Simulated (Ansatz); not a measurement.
**Iridium, dhcp under PBEsol: structure, energy and stiffness**

The plan for iridium in the dhcp structure: relax it, solve it on a dense k-mesh, then scale the cell to 7 volumes from 88 to 112 % of the relaxed one and try a fit of the equation of state. Spin polarisation is left out. The k-meshes are 13×13×4 for the relaxation; 18×18×5 for the dense run; 15×15×4 for the volumes.

Method: DFT PBEsol, plane waves (420 eV) with PAW, scalar-relativistic; PBE-made PAW files, in Ansatz 0.2.0.

## Step 1: Starting point

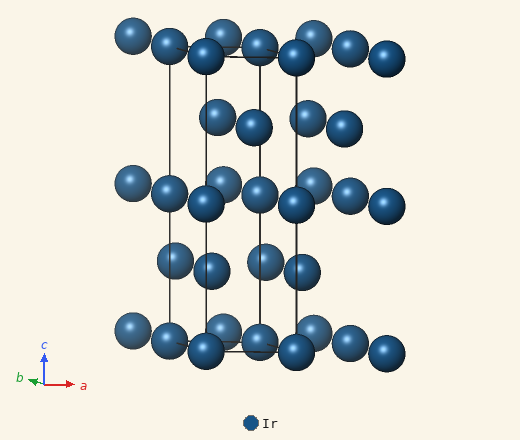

Start, viewed slightly off an axis; iridium blue. 2×2×1 cells are drawn. Any atoms on the faces are drawn again on the opposite ones.

Structure file:

```cif
data_structure
_symmetry_space_group_name_H-M 'P6_3/mmc'
_symmetry_Int_Tables_number 194
_cell_length_a 2.7149
_cell_length_b 2.7149
_cell_length_c 8.8667
_cell_angle_alpha 90.000
_cell_angle_beta 90.000
_cell_angle_gamma 120.000
_cell_volume 56.60
loop_
_atom_site_label
_atom_site_type_symbol
_atom_site_symmetry_multiplicity
_atom_site_Wyckoff_symbol
_atom_site_fract_x
_atom_site_fract_y
_atom_site_fract_z
_atom_site_occupancy
Ir1 Ir 2 a 0.00000 0.00000 0.00000 1
Ir2 Ir 2 c 0.33333 0.66667 0.25000 1
```

## Step 2: Geometry optimisation

Input file input.yaml:

```yaml
crystal:
  lattice:
    - [2.7148619862, 0.0, 0.0]
    - [-1.3574309931, 2.3511394478, 0.0]
    - [0.0, 0.0, 8.8667392469]
  atoms:
    - { symbol: Ir, position: [0.0, 0.0, 0.0] }
    - { symbol: Ir, position: [0.0, 0.0, 0.5] }
    - { symbol: Ir, position: [0.3333333333, 0.6666666667, 0.25] }
    - { symbol: Ir, position: [0.6666666667, 0.3333333333, 0.75] }
hamiltonian:
  xc: pbesol
  pseudopotentials:
    kind: paw
    azcp:
      Ir: "pseudopotentials/Ir.paw.azcp"
basis:
  ecutwfc: 420
  fft_grid_basis: typed
kpoints:
  mp_grid: { grid: [13, 13, 4], shift: [0, 0, 0] }
magnetization:
  spin_polarized: false
scf:
  occupations: { method: fermi_dirac, width: 0.1 }
relax:
  max_steps: 60
  f_tol: 0.01
  cell: {}
output:
  write_density: true
  write_potential: true
  elf: true
  volumetric_format: npy
```

Log (excerpt; [...] marks lines left out):

```text
Warning: <dir> the record states the generating functional pbe (its physics header spells it `PBE`), which answers neither for hamiltonian.xc's functional nor for the pbesol family's — results may be inconsistent (PPs are generated against a specific XC)
Warning: RAYON_NUM_THREADS=2 ignored (pool sized by the plan → 2); use --threads N
[...]
Pseudopotentials: kind: paw
Pseudopotential: Ir, paw, valence charge 17, recommended cutoff 420 eV (normal), <dir>
Functional definition: PBEsol
[...]
Crystal: 4 atoms, lattice volume = 56.597 Å³
Basis set: ecut = 420 eV, 1091 PW (Γ), exchange–correlation on 40×40×120 points (8 copies of the dense FFT grid, shifted against one another)
Bands: 41, of which v1, the nominal top of the filled ones, is band 34 counted from 1 (33 counted from 0)
Symmetry: 24 space group operations
Space group: P63/mmc (ITA 194), of the structure as read, at distance tolerance 3.8e-5 Å
k-points: 63 of 676
[...]
SCF iter   1: F=—  HF=-47196.054997 eV  |F-HF|=—  |Δ(HF+E_count)|=         —  Δρ=8.65e-3  dr2=2.08e-2  ethr=1.77e-3  ⟨swp⟩=5.7  Hψ=8662  notcnv=0  defer=5
[...]
relax step   1: F+E_penalty+E_count = -47196.05440136 eV  Δ(F+E_penalty+E_count) = +0.000e0 eV  max|allowed force component| = 9.714e-17 eV/Å  Δτ_max = 0.0000 Å  P = -1.626 GPa  Ω = 56.597 Å³  (6 SCF iters, dr2 threshold 1.00e-7 eV, accepted)
[...]
relax step   4: F+E_penalty+E_count = -47196.05564288 eV  Δ(F+E_penalty+E_count) = +1.002e-4 eV  max|allowed force component| = 1.688e-16 eV/Å  Δτ_max = 0.0000 Å  P = -0.025 GPa  Ω = 56.358 Å³  stress off target by 2.94e-2 GPa  SCF on the basis re-selected at this cell (its energy is not [...]
SCF converged after 7 iterations
Free energy (F): -47196.055643 eV
[...]
E sigma→0 (E₀):  -47195.988073 eV
Entropy (-TS):   -0.135139 eV (-33.785 meV/atom)
Fermi energy:    25.835596 eV
[...]
--- Forces (eV/Å), atoms counted from 1 ---
  atom   1  Ir    -0.00000000     0.00000000    -0.00000000
  atom   2  Ir     0.00000000    -0.00000000     0.00000000
  atom   3  Ir    -0.00000000    -0.00000000     0.00000000
  atom   4  Ir     0.00000000     0.00000000    -0.00000000
[...]
--- Stress (GPa, compression-positive) ---
       -0.029359       0.000000      -0.000000
        0.000000      -0.029359       0.000000
       -0.000000       0.000000      -0.015792
  P = ⅓ Tr σ = -0.0248 GPa (-0.248 kbar)
--- Band table (eV; the first three rows and the last of 63) ---
[...]
--- Relaxed structure (3 steps of the walk, 2 accepted, 1 SCFs on fresh bases) ---
  F+E_penalty+E_count = -47196.05564288 eV   max|allowed force component| = 1.688e-16 eV/Å   (the final SCF, on the basis selected at the relaxed cell)
  cell:  # Å, volume = 56.3581 Å³
    - [2.710833801449936, -7.263126522007747e-34, -1.8157816305019368e-34]
    - [-1.355416900724968, 2.3476509374931855, 9.078908152509684e-35]
    - [-5.9303428052223436e-34, 0.0, 8.855635211514864]
  atoms:
    - { symbol: Ir, position: [4.411067183388478e-36, 5.866290518200253e-36, 1.4141169667479313e-38] }
    - { symbol: Ir, position: [4.411067183388478e-36, 5.866290518200253e-36, 0.49999999999999994] }
    - { symbol: Ir, position: [0.3333333333333333, 0.6666666666666667, 0.24999999999999997] }
    - { symbol: Ir, position: [0.6666666666666667, 0.3333333333333333, 0.75] }
```

Wall time 11 s (2 threads of an Arm CPU, shared host); peak memory 0.41 GiB.

Relaxation path:

```tsv
step	energy change (meV/atom)	largest force (eV/Å)	pressure (GPa)	volume (Å³/atom)	accepted
1	0.00	0.0000	-1.63	14.149	yes
2	0.87	0.0000	3.36	13.968	no
3	-0.34	0.0000	-0.03	14.090	yes
4	-0.31	0.0000	-0.02	14.090	yes
```

Steps that repeat a cell are solved on a basis chosen anew, so their changes of energy are no gain of the relaxation.

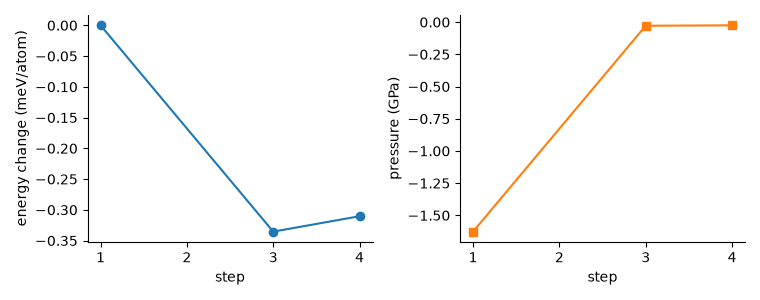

Energy and pressure over the accepted steps.

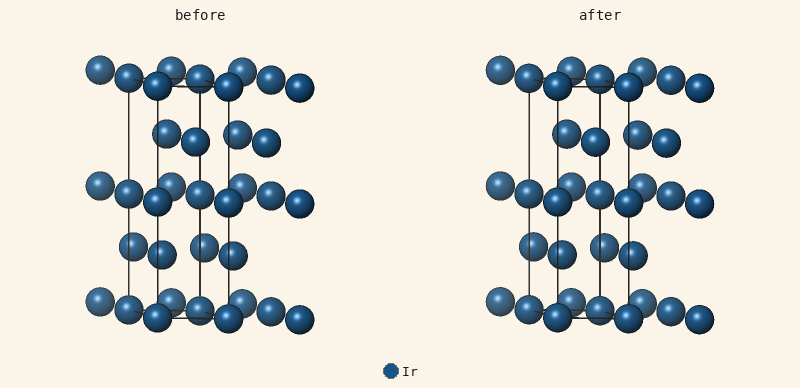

The structure before (left) and after (right), drawn at the same scale. The cells drawn are those of the first picture.

Changes in the cell that was computed:

|  | before | after | change |
| --- | --- | --- | --- |
| a (Å) | 2.715 | 2.711 | -0.1 % |
| b (Å) | 2.715 | 2.711 | -0.1 % |
| c (Å) | 8.867 | 8.856 | -0.1 % |
| volume (Å³/atom) | 14.149 | 14.090 | -0.4 % |
| shortest distance (Å) | 2.715 | 2.711 | -0.1 % |
| space group (spins left aside) | P6_3/mmc | P6_3/mmc | same |

## Step 3: Dense single point

Input file input.yaml:

```yaml
crystal:
  lattice:
    - [2.7108338014, 0.0, 0.0]
    - [-1.3554169007, 2.3476509375, 0.0]
    - [0.0, 0.0, 8.8556352115]
  atoms:
    - { symbol: Ir, position: [0.0, 0.0, 0.0] }
    - { symbol: Ir, position: [0.0, 0.0, 0.5] }
    - { symbol: Ir, position: [0.3333333333, 0.6666666667, 0.25] }
    - { symbol: Ir, position: [0.6666666667, 0.3333333333, 0.75] }
hamiltonian:
  xc: pbesol
  pseudopotentials:
    kind: paw
    azcp:
      Ir: "pseudopotentials/Ir.paw.azcp"
basis:
  ecutwfc: 420
  fft_grid_basis: typed
kpoints:
  mp_grid: { grid: [18, 18, 5], shift: [0, 0, 0] }
magnetization:
  spin_polarized: false
scf:
  occupations: { method: fermi_dirac, width: 0.1 }
```

Log (excerpt; [...] marks lines left out):

```text
Warning: <dir> the record states the generating functional pbe (its physics header spells it `PBE`), which answers neither for hamiltonian.xc's functional nor for the pbesol family's — results may be inconsistent (PPs are generated against a specific XC)
Warning: RAYON_NUM_THREADS=2 ignored (pool sized by the plan → 2); use --threads N
[...]
[... 3 set-up lines as earlier in the session ...]
[...]
Crystal: 4 atoms, lattice volume = 56.358 Å³
Basis set: ecut = 420 eV, 1091 PW (Γ)
Bands: 41, of which v1, the nominal top of the filled ones, is band 34 counted from 1 (33 counted from 0)
[... 2 set-up lines as earlier in the session ...]
k-points: 111 of 1620
[...]
SCF iter   1: F=—  HF=-47196.062213 eV  |F-HF|=—  |Δ(HF+E_count)|=         —  Δρ=8.82e-3  dr2=2.16e-2  ethr=1.77e-3  ⟨swp⟩=5.8  Hψ=15398  notcnv=0  defer=7
[...]
SCF iter   6: F=-47196.061152 eV  HF=-47196.061152 eV  |F-HF|=6.02e-9  |Δ(HF+E_count)|=   3.17e-8  Δρ=3.63e-6  dr2=9.10e-9  ethr=1.47e-10  ⟨swp⟩=2.0  Hψ=8382  notcnv=0
[...]
SCF converged after 6 iterations
Free energy (F): -47196.061152 eV
[...]
E sigma→0 (E₀):  -47195.997553 eV
Entropy (-TS):   -0.127197 eV (-31.799 meV/atom)
Fermi energy:    25.819759 eV
[...]
```

Run time: 3.6 s. Hardware: 2 threads of an Arm CPU, shared host; peak memory 0.43 GiB.

## Step 4: Equation of state: 88 %

Edit input.yaml of step 3 so:

```diff
@@ -2,5 +2,5 @@
   lattice:
-    - [2.7108338014, 0.0, 0.0]
-    - [-1.3554169007, 2.3476509375, 0.0]
-    - [0.0, 0.0, 8.8556352115]
+    - [2.5977485811, 0.0, 0.0]
+    - [-1.2988742905, 2.2497162639, 0.0]
+    - [0.0, 0.0, 8.4862132799]
   atoms:
@@ -20,3 +20,3 @@
 kpoints:
-  mp_grid: { grid: [18, 18, 5], shift: [0, 0, 0] }
+  mp_grid: { grid: [15, 15, 4], shift: [0, 0, 0] }
 magnetization:
@@ -25 +25,8 @@
   occupations: { method: fermi_dirac, width: 0.1 }
+  lower_state_search: "off"
+output:
+  stress: true
+  write_density: true
+  write_potential: true
+  elf: true
+  volumetric_format: npy
```

Log (excerpt; [...] marks lines left out):

```text
Warning: <dir> the record states the generating functional pbe (its physics header spells it `PBE`), which answers neither for hamiltonian.xc's functional nor for the pbesol family's — results may be inconsistent (PPs are generated against a specific XC)
Warning: RAYON_NUM_THREADS=2 ignored (pool sized by the plan → 2); use --threads N
[...]
[... 3 set-up lines as earlier in the session ...]
[...]
Crystal: 4 atoms, lattice volume = 49.595 Å³
Basis set: ecut = 420 eV, 1019 PW (Γ)
Bands: 41, of which v1, the nominal top of the filled ones, is band 34 counted from 1 (33 counted from 0)
[... 1 set-up line as earlier in the session ...]
Space group: P63/mmc (ITA 194), of the structure as read, at distance tolerance 3.7e-5 Å
k-points: 81 of 900
[...]
SCF iter   1: F=—  HF=-47194.826911 eV  |F-HF|=—  |Δ(HF+E_count)|=         —  Δρ=9.67e-3  dr2=1.91e-2  ethr=1.77e-3  ⟨swp⟩=6.0  Hψ=11953  notcnv=0  defer=5
[...]
SCF iter   6: F=-47194.822412 eV  HF=-47194.822412 eV  |F-HF|=6.76e-9  |Δ(HF+E_count)|=   2.05e-8  Δρ=2.60e-6  dr2=8.04e-9  ethr=1.47e-10  ⟨swp⟩=8.4  Hψ=18678  notcnv=0
[...]
SCF converged after 6 iterations
Free energy (F): -47194.822412 eV
[...]
E sigma→0 (E₀):  -47194.773800 eV
Entropy (-TS):   -0.097224 eV (-24.306 meV/atom)
Fermi energy:    30.240645 eV
[...]
--- Stress (GPa, compression-positive) ---
       66.995500      -0.000000       0.000000
        0.000000      66.995500       0.000000
        0.000000       0.000000      67.694924
  P = ⅓ Tr σ = 67.2286 GPa (672.286 kbar)
--- Band table (eV; the first three rows and the last of 81) ---
[...]
```

Wall time 3.9 s (2 threads of an Arm CPU, shared host); peak memory 0.39 GiB.

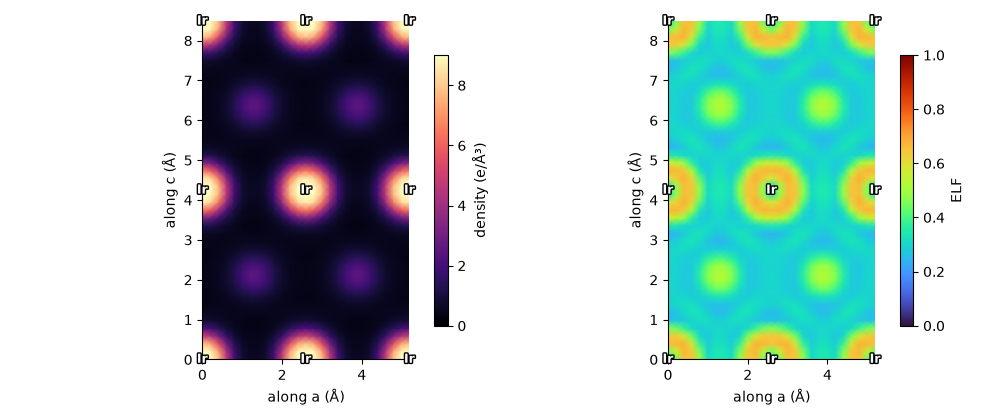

Density (left) and ELF (right) in a lattice plane of the grid's cell (edges 2.60 and 8.49 Å, at 0.000 of the third edge), which holds Ir. Only atoms in the plane are labelled. Both are smooth fields of the valence electrons: close to the nuclei they are not physical.

## Step 5: Equation of state: 92 %

Edit input.yaml of step 4 so:

```diff
@@ -2,5 +2,5 @@
   lattice:
-    - [2.5977485811, 0.0, 0.0]
-    - [-1.2988742905, 2.2497162639, 0.0]
-    - [0.0, 0.0, 8.4862132799]
+    - [2.636526665, 0.0, 0.0]
+    - [-1.3182633325, 2.2832990697, 0.0]
+    - [0.0, 0.0, 8.6128918558]
   atoms:
@@ -28,5 +28 @@
   stress: true
-  write_density: true
-  write_potential: true
-  elf: true
-  volumetric_format: npy
```

Log (excerpt; [...] marks lines left out):

```text
Warning: <dir> the record states the generating functional pbe (its physics header spells it `PBE`), which answers neither for hamiltonian.xc's functional nor for the pbesol family's — results may be inconsistent (PPs are generated against a specific XC)
Warning: RAYON_NUM_THREADS=2 ignored (pool sized by the plan → 2); use --threads N
[...]
[... 3 set-up lines as earlier in the session ...]
[...]
Crystal: 4 atoms, lattice volume = 51.849 Å³
Basis set: ecut = 420 eV, 1031 PW (Γ)
Bands: 41, of which v1, the nominal top of the filled ones, is band 34 counted from 1 (33 counted from 0)
[... 2 set-up lines as earlier in the session ...]
k-points: 81 of 900
[...]
SCF iter   1: F=—  HF=-47195.565948 eV  |F-HF|=—  |Δ(HF+E_count)|=         —  Δρ=9.17e-3  dr2=1.80e-2  ethr=1.77e-3  ⟨swp⟩=6.0  Hψ=11771  notcnv=0  defer=6
[...]
SCF iter   6: F=-47195.563459 eV  HF=-47195.563459 eV  |F-HF|=9.07e-9  |Δ(HF+E_count)|=   3.72e-8  Δρ=3.34e-6  dr2=1.14e-8  ethr=1.47e-10  ⟨swp⟩=4.0  Hψ=10608  notcnv=0
[...]
SCF converged after 6 iterations
Free energy (F): -47195.563459 eV
[...]
E sigma→0 (E₀):  -47195.510770 eV
Entropy (-TS):   -0.105377 eV (-26.344 meV/atom)
Fermi energy:    28.639238 eV
[...]
--- Stress (GPa, compression-positive) ---
       39.080319       0.000000      -0.000000
        0.000000      39.080319       0.000000
       -0.000000       0.000000      39.498240
  P = ⅓ Tr σ = 39.2196 GPa (392.196 kbar)
```

Run time: 2.7 s. Hardware: 2 threads of an Arm CPU, shared host; peak memory 0.39 GiB.

[end of part 1 of 2]
